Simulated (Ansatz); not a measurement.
**C₂H₈GeO₃: how energies converge with the basis set**

How large a basis does C₂H₈GeO₃ need? Two functionals are run in growing sets.

Method: one geometry, several basis sets; program: Ansatz 0.2.0, Gaussian basis.

The runs, in order: PBE0-D4/def2-SVP; ωB97M-V/def2-SVP; PBE0-D4/def2-QZVPP; ωB97M-V/def2-QZVPP; the functionals' def2-TZVPP values are taken from earlier runs.

### Step 1. The geometry

An earlier PBE0-D4 in a triple-zeta def2 set relaxation fixed the geometry.

SMILES `C[CH2][Ge]([OH])([OH])[OH]`, 14 atoms, charge 0, spin multiplicity 1.

Atoms are counted from 1 here; the program's logs count them from 0.

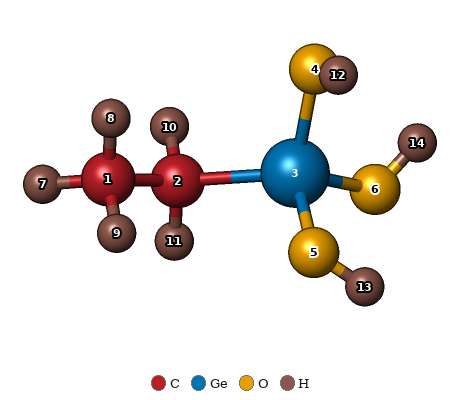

The geometry (carbon red, germanium blue, oxygen amber, hydrogen brown); atoms are numbered from 1 in the order of the file.

### Step 2. PBE0-D4 in def2-SVP

in.yaml

```yaml
crystal:
  periodic: [false, false, false]
  atoms:
    - {symbol: C, position_ang: [0.901279, -1.134470, 1.373763]}
    - {symbol: C, position_ang: [0.677275, -0.987860, -0.126183]}
    - {symbol: Ge, position_ang: [-0.424390, 0.533609, -0.571335]}
    - {symbol: O, position_ang: [-2.087304, 0.313258, 0.008629]}
    - {symbol: O, position_ang: [0.190925, 2.020955, 0.178613]}
    - {symbol: O, position_ang: [-0.493786, 0.812773, -2.321873]}
    - {symbol: H, position_ang: [1.535182, -1.997491, 1.590740]}
    - {symbol: H, position_ang: [-0.042951, -1.275868, 1.904169]}
    - {symbol: H, position_ang: [1.387366, -0.250360, 1.791581]}
    - {symbol: H, position_ang: [0.186893, -1.870218, -0.545511]}
    - {symbol: H, position_ang: [1.621831, -0.864382, -0.662278]}
    - {symbol: H, position_ang: [-2.381432, 1.076849, 0.511795]}
    - {symbol: H, position_ang: [0.318626, 2.710532, -0.477685]}
    - {symbol: H, position_ang: [-1.402313, 0.883471, -2.625624]}
basis:
  gaussian: {orbitals: def2-SVP}
hamiltonian: {xc: pbe0, dispersion: d4}
output: {orbitals: {seedname: orbitals}}
```

Started as:

```
ansatz run in.yaml --threads 4 --pin off --events-out ev --progress --plain --max-ram 11315MiB
```

The runs that follow: ωB97M-V in def2-SVP; PBE0-D4 in def2-QZVPP; ωB97M-V in def2-QZVPP.

**Question.** What will the summary of the whole plan be? Wanted: PBE0-D4: double and triple zeta above quadruple; ωB97M-V: double and triple zeta above quadruple.

As calculated:

| quantity | value |
| --- | --- |
| PBE0-D4: double and triple zeta above quadruple | 19.20, 1.73 eV |
| ωB97M-V: double and triple zeta above quadruple | 19.45, 1.68 eV |

What this shows: PBE0-D4 gains 17.47 eV from double to triple zeta, then 1.73 eV more. These are total energies; as a rule much of such shifts cancels in differences, which this series doesn't test. The LUMO of ωB97M-V is positive and keeps falling with the basis (2.50 to 1.22 eV): an unbound level that the basis holds in place.
